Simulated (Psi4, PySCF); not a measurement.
Approach curve of the dimer CH3F ··· BF3 (SMILES CF and FB(F)F), singlet. Monomers: optimised at B3LYP-D3(BJ) (def2-TZVP), held rigid. Orientation: lowest of the rigid-body minima from ten starts at GFN2-xTB (searched outside a hard wall at short contacts). R is the distance of the centres of mass, along which the second monomer moves. The shortest distances reach bonding range, where SAPT0 and rigid monomers are unreliable.

Geometry at R = 2.70 Å (first 5 atoms: monomer A):
```
9

C     -0.0660    -0.0038     0.0095
F      1.3069     0.0748    -0.1883
H     -0.2603    -0.1514     1.0726
H     -0.5242     0.9260    -0.3301
H     -0.4564    -0.8456    -0.5638
F      1.4028     1.1842    -2.6013
B      2.0694     0.0674    -2.4016
F      1.4727    -1.0930    -2.5683
F      3.3314     0.1106    -2.0322
```

Levels of theory: SCS-MP2/aug-cc-pVDZ = DF-SCS-MP2/aug-cc-pVDZ, frozen core, counterpoise-corrected in Psi4; PBE/def2-TZVP, counterpoise-corrected (Psi4); SAPT0/jun-cc-pVDZ, frozen core (Psi4); RHF/3-21G = restricted Hartree-Fock/3-21G, no counterpoise correction in PySCF 2.14.0; RKS-LDA (SVWN5)/6-31G* = restricted LDA (SVWN5)/6-31G*, spherical d, no counterpoise correction run with PySCF.

Interaction energies in kcal/mol (negative: bound); R is the distance of the centres of mass, d the F2···B7 distance.

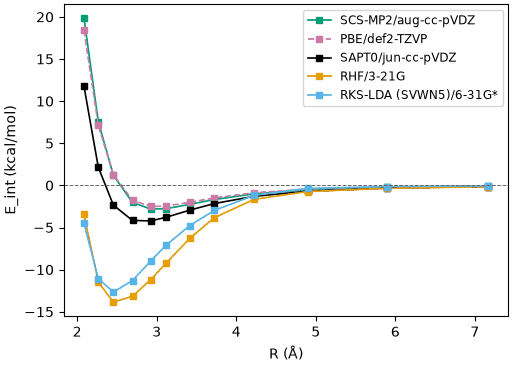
Figure. Interaction energy against separation.

```tsv
R / Å	d / Å	SCS-MP2/aug-cc-pVDZ	PBE/def2-TZVP	SAPT0/jun-cc-pVDZ	RHF/3-21G	RKS-LDA (SVWN5)/6-31G*
2.09	1.75	19.85	18.39	11.76	-3.45	-4.53
2.27	1.92	7.55	7.12	2.14	-11.49	-11.05
2.46	2.11	1.18	1.24	-2.35	-13.86	-12.66
2.70	2.34	-2.03	-1.76	-4.17	-13.16	-11.29
2.93	2.57	-2.82	-2.50	-4.22	-11.18	-8.96
3.12	2.75	-2.77	-2.45	-3.79	-9.26	-7.11
3.42	3.05	-2.26	-2.00	-2.94	-6.28	-4.76
3.73	3.35	-1.68	-1.49	-2.15	-3.83	-2.97
4.23	3.85	-1.00	-0.87	-1.30	-1.66	-1.17
4.90	4.51	-0.53	-0.44	-0.70	-0.73	-0.36
5.90	5.51	-0.24	-0.18	-0.32	-0.34	-0.14
7.17	6.78	-0.10	-0.08	-0.15	-0.16	-0.06
```

Lowest grid point: SCS-MP2/aug-cc-pVDZ -2.82 kcal/mol at R = 2.93 Å; PBE/def2-TZVP -2.50 kcal/mol at R = 2.93 Å; SAPT0/jun-cc-pVDZ -4.22 kcal/mol at R = 2.93 Å; RHF/3-21G -13.86 kcal/mol at R = 2.46 Å; RKS-LDA (SVWN5)/6-31G* -12.66 kcal/mol at R = 2.46 Å.
